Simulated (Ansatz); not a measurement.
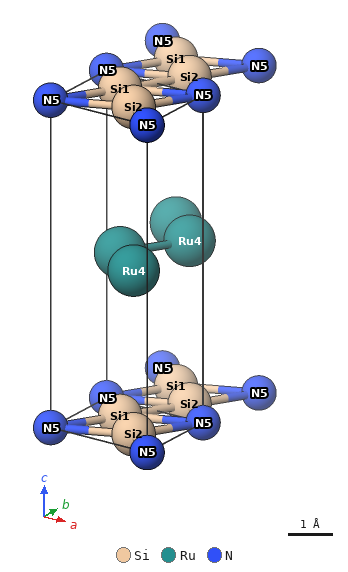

Starting structure of a crystal of Si₂Ru₂N (a generated structure, set up in P6/mmm) (coarse preliminary run). The picture is a ball-and-stick view of the cell of the calculation, repeated 1 × 2 × 1 with one cell outlined, seen slightly off an axis.

Level of theory: DFT PBE, scalar-relativistic, plane waves, PAW in Ansatz 0.2.0.

The input:
```yaml
crystal:
  lattice:
    - [3.51599627, 0.0, 0.0]
    - [-1.75799814, 3.04494209, 0.0]
    - [0.0, 0.0, 7.63284723]
  atoms:
    - { symbol: Si, position: [0.33333333, 0.66666667, 0.0] }
    - { symbol: Si, position: [0.66666667, 0.33333333, 0.0] }
    - { symbol: Ru, position: [0.33333333, 0.66666667, 0.5], spin: 1.0 }
    - { symbol: Ru, position: [0.66666667, 0.33333333, 0.5], spin: 1.0 }
    - { symbol: "N", position: [0.0, 0.0, 0.0] }
basis:
  ecutwfc: 420
kpoints:
  mp_grid: { grid: [6, 6, 2] }
hamiltonian:
  xc: pbe
scf:
  occupations: { method: gaussian, width: 0.1 }
  lower_state_search: "off"
output:
  forces: true
  stress: true
  eigenvalues: true
  populations: true
magnetization:
  spin_polarized: true
relax:
  adjacent_minimum: "off"
  f_tol: 0.04
  max_steps: 70
  cell: { stress_tol: 0.4 }
```

Command:
```bash
ansatz run input.yaml --threads 1 --pin off --max-ram 2560MiB --backend cpu --events-out ev --progress --plain --runs-dir out
```

What does the optimiser find from here?

No atom moves by more than 0.005 Å relative to the cell. The drawn cell changes as follows: a = b 3.516 → 4.164 Å (+18.4 %), c 7.633 → 4.946 Å (−35.2 %); the volume changes by −9.1 %. Some distances before and after: Si1–Ru3 3.816 → 2.473 Å, Ru3–Ru4 2.030 → 2.404 Å, Si1–Si2 2.030 → 2.404 Å, Si1–N5 2.030 → 2.404 Å. New bonds form, among them: Si1–Ru3 (3.82 → 2.47 Å), Si2–Ru4 (3.82 → 2.47 Å). The space group stays P6/mmm (No. 191). The energy falls by 1692 meV per atom in 12 accepted moves (14 points after the start). All forces vanish by symmetry, so only the cell relaxes. Pressure: 60.27 GPa at the start and 0.05 GPa at the end. At 2 points the geometry stayed and the basis and grid were re-selected for the new cell (energy shift of 23.7 meV per atom at most each time). The program noted that the starting moments weren't kept. The run may lie on a higher electronic state than the lowest, so the end point isn't shown to be the ground-state structure. The run took 3.2 min on 1 thread of Intel(R) Xeon(R) Processor @ 2.50GHz (Skylake/Cascade Lake) (shared host), peak memory 0.41 GiB.

History of the run:

| step | E − E(0), meV/atom | pressure, GPa | volume, Å³/atom | note |
| --- | --- | --- | --- | --- |
| 0 | 0.00 | 60.27 | 16.343 |  |
| 1 | -698.90 | 27.82 | 17.852 |  |
| 2 | -1044.69 | 9.18 | 18.389 |  |
| 3 | -1184.67 | 1.89 | 18.162 |  |
| 4 | -1300.34 | -1.74 | 17.589 |  |
| 5 | -1419.96 | -3.33 | 16.839 |  |
| 6 | -1536.09 | -3.02 | 16.006 |  |
| 7 | -1628.49 | -0.36 | 15.141 |  |
| 8 | -1661.77 | -3.30 | 14.950 |  |
| 9 | -1665.10 | 0.57 | 14.627 |  |
| 10 | -1665.15 | 0.00 | 14.680 |  |
| 11 | -1688.90 | 2.16 | 14.680 | same geometry, new basis |
| 12 | -1691.61 | 0.43 | 14.820 |  |
| 13 | -1691.80 | 0.04 | 14.852 |  |
| 14 | -1691.99 | 0.05 | 14.852 | same geometry, new basis |

Final geometry:

```xyz
5
Lattice="4.1640 0.0000 0.0000 -2.0820 3.6061 0.0000 0.0000 0.0000 4.9456" Properties=species:S:1:pos:R:3 pbc="T T T"
Si    0.0000    2.4041    0.0000
Si    2.0820    1.2020    0.0000
Ru    0.0000    2.4041    2.4728
Ru    2.0820    1.2020    2.4728
N     4.1640    0.0000    0.0000
```

The end point in the same view:

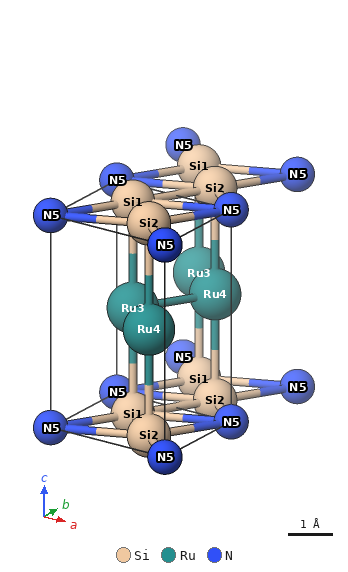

Limits of the set-up: the k-point mesh is coarse for a cell with partly filled bands.
